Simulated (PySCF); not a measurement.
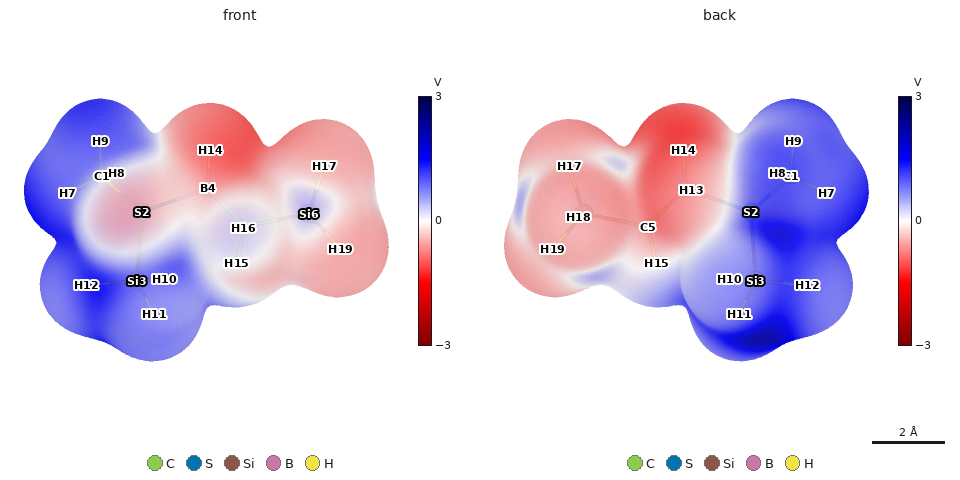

C2H13BSSi2. The molecular electrostatic potential painted on the density surface at 0.002 e/bohr³, seen from the front and from behind; red is negative and blue positive.

Geometry: GFN2-xTB.

Computed with PBE0/pcSseg-1, SCF density, gas phase, non-relativistic in PySCF.

```yaml
atoms:
  - { symbol: C, position_ang: [-2.2108, 1.8319, -0.0188] }
  - { symbol: S, position_ang: [-1.2726, 0.6613, 1.0126] }
  - { symbol: Si, position_ang: [-2.0524, -1.2437, 0.2662] }
  - { symbol: B, position_ang: [0.5822, 0.7009, 0.0862] }
  - { symbol: C, position_ang: [1.3695, -0.5545, 0.7038] }
  - { symbol: Si, position_ang: [3.1110, -0.7626, -0.0055] }
  - { symbol: H, position_ang: [-3.2744, 1.6645, 0.1193] }
  - { symbol: H, position_ang: [-1.9262, 1.7083, -1.0589] }
  - { symbol: H, position_ang: [-1.9450, 2.8293, 0.3164] }
  - { symbol: H, position_ang: [-1.4735, -1.5356, -1.0366] }
  - { symbol: H, position_ang: [-1.7218, -2.1871, 1.3211] }
  - { symbol: H, position_ang: [-3.4887, -0.9944, 0.1630] }
  - { symbol: H, position_ang: [0.2719, 0.5977, -1.0601] }
  - { symbol: H, position_ang: [0.9877, 1.7699, 0.3965] }
  - { symbol: H, position_ang: [0.8228, -1.4894, 0.5218] }
  - { symbol: H, position_ang: [1.4498, -0.4631, 1.7905] }
  - { symbol: H, position_ang: [3.9328, 0.4310, 0.2050] }
  - { symbol: H, position_ang: [3.0567, -1.0549, -1.4432] }
  - { symbol: H, position_ang: [3.7711, -1.9004, 0.6548] }
```

Q: Which sites attract a positive test charge, and which a negative one?

A: A positive charge is drawn to the negative regions and a negative charge to the positive ones. The most negative region (about −1.1 V) lies over H14, the most positive (about +2.1 V) over Si3.

Q: What dipole moment does the calculation give?

A: Its dipole moment is 5.15 D.
